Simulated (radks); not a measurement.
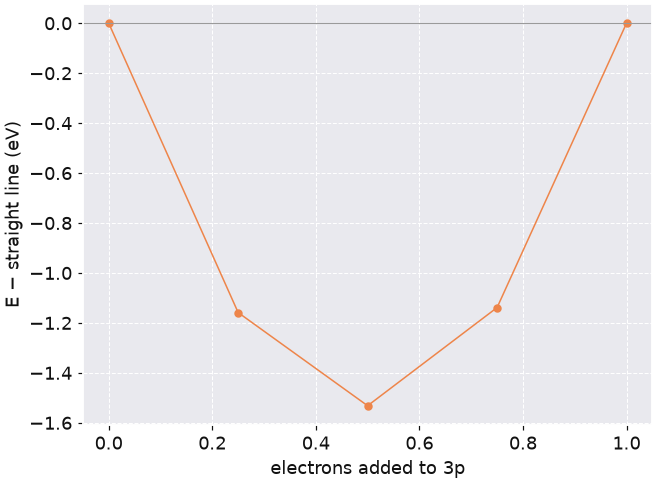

The calculation used the in-house radial solver radks at this level: Dirac Kohn-Sham, PBEsol, spin-unpolarised, spherical densities, point nucleus. The occupation of the 3p shell is varied from Cl²⁺ ([Ne] 3s2 3p3 (open shells shared over both j by 2j + 1)) to Cl⁺ ([Ne] 3s2 3p4 (open shells shared over both j by 2j + 1)), with spherical fractional occupations. The plot shows the total energy less the straight line between the end points.

Describe the curve.

The curve is convex (below the straight line), with the largest deviation among the points computed, −1.53 eV, at 0.5. The end points differ by 25.4 eV, the energy to take the electron out. Convexity is the mark of the delocalisation error, which puts fractional charges too low; for p, d and f shells the spherical spreading of the fraction adds to it.
